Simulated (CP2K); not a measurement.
# ClH3Si (chlorosilane): RPA@CAM-B3LYP/ccGRB-D (density fitting, core potential, minimax 1, ngrids 4, quadrature points 12)

Aim: the vertical ionisation energy of ClH3Si (chlorosilane) at RPA@CAM-B3LYP/ccGRB-D (density fitting, core potential, minimax 1, ngrids 4, quadrature points 12), from 2 runs. 

The results are computed with CP2K 2026.2.

**1. The molecule**

ClH3Si: 5 atoms, total charge 0, spin state singlet. As SMILES, `[SiH3]Cl`. Geometry: relaxed at PBE0-D4/def2-TZVP.

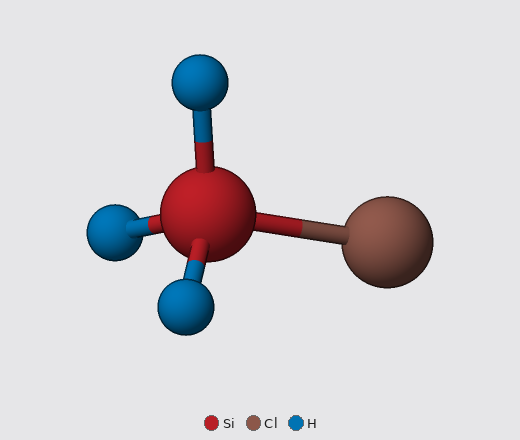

Viewed from a chosen angle; silicon red, chlorine brown, hydrogen blue.

**2. A single-point energy at RPA@CAM-B3LYP/ccGRB-D (density fitting, core potential, minimax 1, ngrids 4, quadrature points 12)**

File qs.inp:

```
&GLOBAL
    PROJECT qs
    RUN_TYPE ENERGY
    PRINT_LEVEL MEDIUM
&END
&FORCE_EVAL
    METHOD QUICKSTEP
    &DFT
        BASIS_SET_FILE_NAME BASIS_ccGRB_UZH
        POTENTIAL_FILE_NAME POTENTIAL_UZH
        AUTO_BASIS RI_AUX MEDIUM
        SORT_BASIS EXP
        CHARGE 0
        MULTIPLICITY 1
        &QS
            METHOD GPW
            EPS_DEFAULT 1.0E-10
        &END
        ! plane-wave cutoff in Ry
        &MGRID
            CUTOFF 350
            REL_CUTOFF 60
            NGRIDS 4
        &END
        ! no periodic images
        &POISSON
            PERIODIC NONE
            POISSON_SOLVER MULTIPOLE
        &END
        ! SCF settings
        &SCF
            SCF_GUESS ATOMIC
            EPS_SCF 1.0E-06
            MAX_SCF 150
            ADDED_MOS 5
            &DIAGONALIZATION
                ALGORITHM STANDARD
            &END
            &MIXING
                METHOD DIRECT_P_MIXING
                ALPHA 0.4
            &END
        &END
        &XC
            &XC_FUNCTIONAL
                &HYB_GGA_XC_CAM_B3LYP
                &END
            &END
            &HF
                FRACTION 1.0
                &SCREENING
                    EPS_SCHWARZ 1.0E-09
                    SCREEN_ON_INITIAL_P F
                &END
                &INTERACTION_POTENTIAL
                    POTENTIAL_TYPE MIX_CL
                    SCALE_COULOMB 0.19
                    SCALE_LONGRANGE 0.46
                    OMEGA 0.33
                &END
                &MEMORY
                    MAX_MEMORY 1050
                &END
            &END
            &WF_CORRELATION
                &RI_RPA
                    QUADRATURE_POINTS 12
                    MINIMAX_QUADRATURE T
                    ! exact exchange
                    &HF
                        FRACTION 1
                        &SCREENING
                            EPS_SCHWARZ 1.0E-09
                            SCREEN_ON_INITIAL_P F
                        &END
                        &INTERACTION_POTENTIAL
                            POTENTIAL_TYPE COULOMB
                        &END
                        &MEMORY
                            MAX_MEMORY 1050
                        &END
                    &END
                &END
                MEMORY 900
                &INTEGRALS
                    ERI_METHOD OS
                &END
                &LOW_SCALING
                &END
            &END
        &END
        &PRINT
            &MOMENTS
                PERIODIC F
                REFERENCE COM
                MAX_MOMENT 1
            &END
            &MO ON
                ENERGIES T
                OCCUPATION_NUMBERS T
                NDIGITS 6
                &EACH
                    QS_SCF 0
                &END
                ADD_LAST NUMERIC
            &END
            &HIRSHFELD OFF
            &END
        &END
    &END
    ! atoms, cell and kinds
    &SUBSYS
        &CELL
            ABC [angstrom] 9.8 9.1 9.4
            PERIODIC NONE
        &END
        &COORD
            Si     4.344300     4.113750     4.787000
            Cl     6.294600     3.581650     5.147800
            H      3.505400     3.606850     5.897000
            H      3.921600     3.509450     3.503000
            H      4.265500     5.590550     4.713200
        &END
        &KIND Si
            BASIS_SET ccGRB-D-q4
            POTENTIAL GTH-PBE0-q4
        &END
        &KIND Cl
            BASIS_SET ccGRB-D-q7
            POTENTIAL GTH-PBE0-q7
        &END
        &KIND H
            BASIS_SET ccGRB-D-q1
            POTENTIAL GTH-PBE0-q1
        &END
    &END
&END
```

Run with:

```console
$ OMP_NUM_THREADS=1 cp2k.psmp -i qs.inp -o qs.out
```

Log, cut to the lines that bear on the results:

```text
CP2K| version string:                                       CP2K version 2026.2
[...]
 GLOBAL| Method name                                                        CP2K
[...]
 GLOBAL| Run type                                                         ENERGY
[...]
 DFT| Spin restricted Kohn-Sham (RKS) calculation                            RKS
 DFT| Multiplicity                                                             1
[...]
 DFT| Charge                                                                   0
[...]
 FUNCTIONAL| HYB_GGA_XC_CAM_B3LYP:
[...]
 QS| Method:                                                                 GPW
[...]
 QS| Density cutoff [a.u.]:                                                175.0
[...]
 QS| Relative density cutoff [a.u.]:                                        30.0
[...]
                             - Atoms:                                          5
[...]
                             - Spherical basis functions:                     41
[...]
 Number of electrons:                                                         14
[...]
     1 P_Mix/Diag. 0.40E+00    1.9     1.04250963       -20.4412534369 -2.04E+01
[...]
    12 DIIS/Diag.  0.11E-05    1.5     0.00000064       -20.6786031080 -7.56E-12
  *** SCF run converged in    12 steps ***
[...]
  Overlap energy of the core charge distribution:               0.00000004626136
  Self energy of the core charge distribution:                -47.81095657953047
  Core Hamiltonian energy:                                     11.29463817031835
  Hartree energy:                                              20.97795368111843
  Exchange-correlation energy:                                 -3.21276838217809
  Hartree-Fock Exchange energy:                                -1.92747004395222
  Total energy:                                               -20.67860310796264
[...]
                     Mulliken Population Analysis
 #  Atom  Element  Kind  Atomic population                           Net charge
       1     Si       1          3.652083                              0.347917
       2     Cl       2          7.160342                             -0.160342
       3     H        3          1.062937                             -0.062937
       4     H        3          1.062684                             -0.062684
       5     H        3          1.061954                             -0.061954
 # Total charge                             14.000000                 -0.000000
[...]
  Dipole moment [Debye]
    X= -0.1429949E+01 Y=  0.3989972E+00 Z= -0.2681682E+00  Total=      1.5085974
[...]
 *** WARNING in minimax/minimax_rpa.F:119 :: The range for the Minimax     ***
 *** approximation is smaller than the lower bound for the required number ***
 *** of quadrature points. The Minimax parameters have been optimized for  ***
[...]
 ENERGY| Total FORCE_EVAL ( QS ) energy [hartree]            -20.653405709052823
[...]
```

Run time: 22 s. Hardware: 1 thread of Arm Neoverse V1, shared host; peak memory 0.64 GiB.

**3. The doublet cation, same level**

File molecule.inp:

```
&GLOBAL
 PROJECT_NAME molecule
 RUN_TYPE ENERGY
 PRINT_LEVEL MEDIUM
&END

&FORCE_EVAL
 METHOD QS
 &DFT
  BASIS_SET_FILE_NAME BASIS_ccGRB_UZH
  POTENTIAL_FILE_NAME POTENTIAL_UZH
  AUTO_BASIS RI_AUX MEDIUM
  SORT_BASIS EXP
  CHARGE 1
  MULTIPLICITY 2
  UKS T
  &QS
   METHOD GPW
   EPS_DEFAULT 1.0E-10
  &END
  &MGRID
   CUTOFF 350
   REL_CUTOFF 60
   NGRIDS 4
  &END
  &POISSON
   PERIODIC NONE
   POISSON_SOLVER MULTIPOLE
  &END
  &SCF
   SCF_GUESS ATOMIC
   EPS_SCF 1.0E-06
   MAX_SCF 40
   &OT ON
    MINIMIZER DIIS
    PRECONDITIONER FULL_ALL
   &END
   &OUTER_SCF
    EPS_SCF 1.0E-06
    MAX_SCF 8
   &END
  &END
  # exchange and correlation
  &XC
   &XC_FUNCTIONAL
    &HYB_GGA_XC_CAM_B3LYP
    &END
   &END
   # exact exchange
   &HF
    FRACTION 1.0
    &SCREENING
     EPS_SCHWARZ 1.0E-09
     SCREEN_ON_INITIAL_P F
    &END
    &INTERACTION_POTENTIAL
     POTENTIAL_TYPE MIX_CL
     SCALE_COULOMB 0.19
     SCALE_LONGRANGE 0.46
     OMEGA 0.33
    &END
    &MEMORY
     MAX_MEMORY 1050
    &END
   &END
   # correlation from orbitals
   &WF_CORRELATION
    &RI_RPA
     QUADRATURE_POINTS 12
     MINIMAX_QUADRATURE T
     # exact exchange
     &HF
      FRACTION 1
      &SCREENING
       EPS_SCHWARZ 1.0E-09
       SCREEN_ON_INITIAL_P F
      &END
      &INTERACTION_POTENTIAL
       POTENTIAL_TYPE COULOMB
      &END
      &MEMORY
       MAX_MEMORY 1050
      &END
     &END
    &END
    MEMORY 900
    &INTEGRALS
     ERI_METHOD OS
    &END
    &LOW_SCALING
    &END
   &END
  &END
  &PRINT
   &MOMENTS
    PERIODIC F
    REFERENCE COM
    MAX_MOMENT 1
   &END
   &MO_CUBES
    NLUMO 5
    NHOMO -1
    WRITE_CUBE F
   &END
   &HIRSHFELD OFF
   &END
  &END
 &END
 # atoms, cell and kinds
 &SUBSYS
  &CELL
   ABC [angstrom] 9.8 9.1 9.4
   PERIODIC NONE
  &END
  &COORD
   Si     4.344300     4.113750     4.787000
   Cl     6.294600     3.581650     5.147800
   H      3.505400     3.606850     5.897000
   H      3.921600     3.509450     3.503000
   H      4.265500     5.590550     4.713200
  &END
  &KIND Si
   BASIS_SET ccGRB-D-q4
   POTENTIAL GTH-PBE0-q4
  &END
  &KIND Cl
   BASIS_SET ccGRB-D-q7
   POTENTIAL GTH-PBE0-q7
  &END
  &KIND H
   BASIS_SET ccGRB-D-q1
   POTENTIAL GTH-PBE0-q1
  &END
 &END
&END
```

Run with:

```console
$ OMP_NUM_THREADS=1 cp2k.psmp -i molecule.inp -o molecule.out
```

Log, cut to the lines that bear on the results:

```text
CP2K| version string:                                       CP2K version 2026.2
[...]
 GLOBAL| Method name                                                        CP2K
[...]
 GLOBAL| Run type                                                         ENERGY
[...]
 DFT| Spin unrestricted (spin-polarized) Kohn-Sham calculation               UKS
 DFT| Multiplicity                                                             2
[...]
 DFT| Charge                                                                   1
[...]
 FUNCTIONAL| HYB_GGA_XC_CAM_B3LYP:
[...]
 QS| Method:                                                                 GPW
[...]
 QS| Density cutoff [a.u.]:                                                175.0
[...]
 QS| Relative density cutoff [a.u.]:                                        30.0
[...]
                             - Atoms:                                          5
[...]
                             - Spherical basis functions:                     41
[...]
 Number of electrons:                                                          7
[...]
     1 OT DIIS     0.15E+00    3.2     0.07836311       -19.5782033666 -1.96E+01
[...]
    28 OT DIIS     0.15E+00    2.8     0.00000094       -20.2532243723 -1.83E-09
  *** SCF run converged in    28 steps ***
[...]
  Overlap energy of the core charge distribution:               0.00000004626136
  Self energy of the core charge distribution:                -47.81095657953047
  Core Hamiltonian energy:                                     10.97655688143617
  Hartree energy:                                              21.37278399239470
  Exchange-correlation energy:                                 -3.00365282694047
  Hartree-Fock Exchange energy:                                -1.78795588595442
  Total energy:                                               -20.25322437233313
[...]
  Dipole moment [Debye]
    X= -0.1757698E+01 Y=  0.9568542E+00 Z= -0.5213199E+00  Total=      2.0680535
[...]
 HOMO - LUMO gap [eV] :    4.322224
[...]
 ENERGY| Total FORCE_EVAL ( QS ) energy [hartree]            -20.233955770544483
[...]
```

Wall time 5.1 min (1 thread of Arm Neoverse V1, shared host); peak memory 0.79 GiB.

**4. Outcome**

Level: RPA@CAM-B3LYP/ccGRB-D (density fitting, core potential, minimax 1, ngrids 4, quadrature points 12).

| quantity | value |
| --- | --- |
| singlet ClH3Si: total energy | -20.65341 Eh |
| singlet ClH3Si: dipole moment (of the density that the program reports) | 1.51 D |
| singlet ClH3Si: HOMO energy (CAM-B3LYP Kohn–Sham orbitals) | -10.32 eV |
| singlet ClH3Si: LUMO energy (CAM-B3LYP Kohn–Sham orbitals) | 1.36 eV |
| singlet ClH3Si: HOMO–LUMO gap (CAM-B3LYP Kohn–Sham orbitals) | 11.68 eV |
| singlet ClH3Si: RPA correlation energy | -345.8 mEh |
| doublet cation: total energy | -20.23396 Eh |
| doublet cation: HOMO energy (CAM-B3LYP Kohn–Sham orbitals) (highest over α and β) | -17.14 eV |
| doublet cation: LUMO energy (CAM-B3LYP Kohn–Sham orbitals) (lowest over α and β) | -12.82 eV |
| doublet cation: RPA correlation energy | -339.1 mEh |
| doublet cation: ⟨S²⟩ | 0.759 |
| vertical ionisation energy (to the doublet cation) | 11.414 eV |

What this shows: Removing an electron at fixed nuclei costs 11.41 eV (263 kcal/mol).
